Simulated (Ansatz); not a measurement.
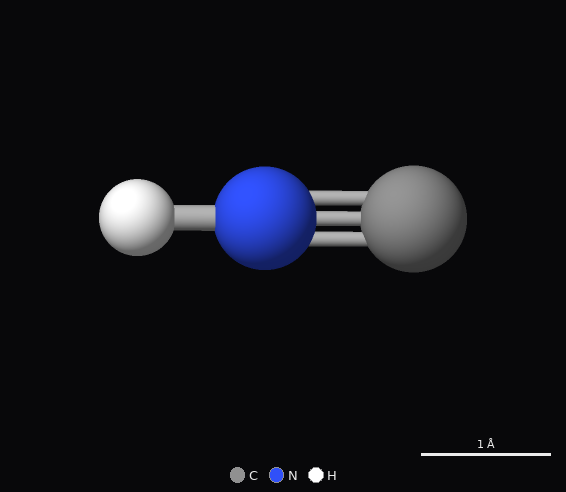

Rendered structure (ball-and-stick style).

The geometry was computed by an optimisation with PBE0-D4/def2-TZVP.

Description:

Formula CHN. Its SMILES string is `[C-]#[NH+]`. The point group is C∞v. All atoms lie on one line. Coordination: 1 N linear.

More results for the same structure follow; atom numbers are the same in all pictures, views and colours differ.

**Vibrations**

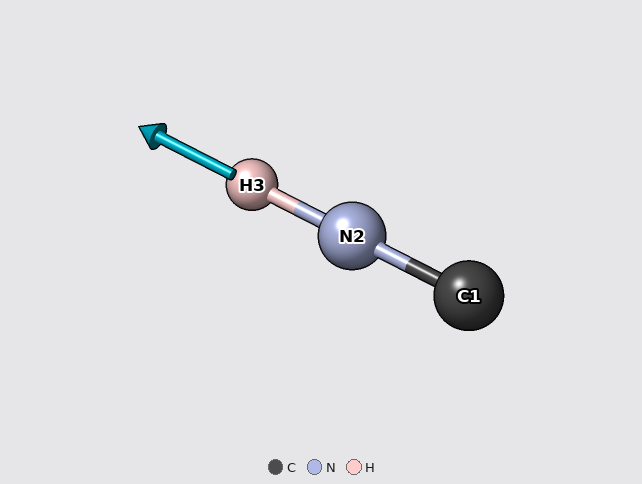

The arrows show one normal mode. Harmonic vibrations computed with RKS PBE0-D4/def2-TZVP (Ansatz 0.2.0) at a stationary point of the same level.

> What kind of motion is it?

Mostly N–H stretching.

> At what wavenumber does it lie?

3828 cm⁻¹; it is mode 4 of 4 counted from the lowest.

**Dipole moment**

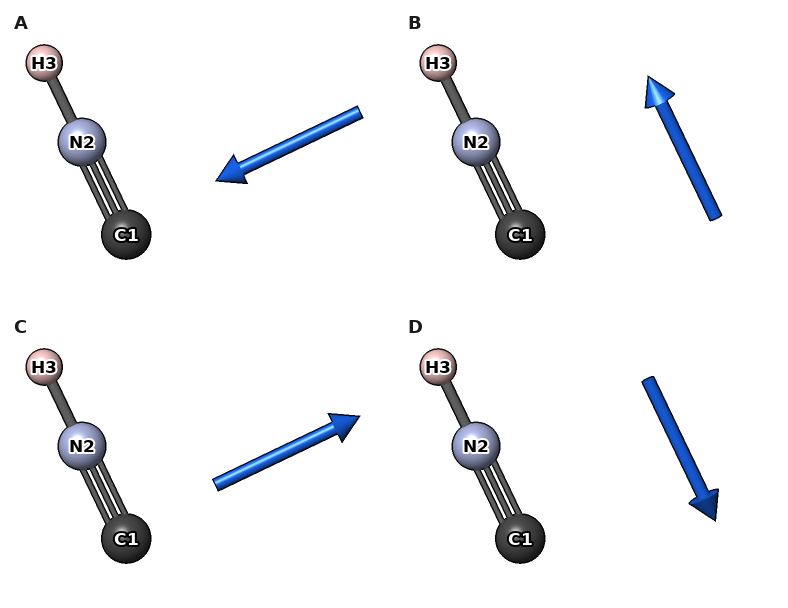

The same molecule four times, each with an arrow. Level of theory: RKS B3LYP-D4/def2-TZVPP (Ansatz 0.2.0).

> Which arrow points along the dipole moment, from the negative to the positive end?

B. The dipole moment is 3.08 D; it points from the side of C1 to the side of H3 (the outermost atoms at the two ends).

**Electronic properties**

Level of theory: RKS ωB97X-V/def2-TZVPP (Ansatz 0.2.0).

What does the calculation give?

- HOMO energy (Kohn–Sham orbital): −11.82 eV
- LUMO energy (Kohn–Sham orbital): 2.84 eV
- HOMO–LUMO gap: 14.66 eV
- vertical ionisation energy: 12.25 eV
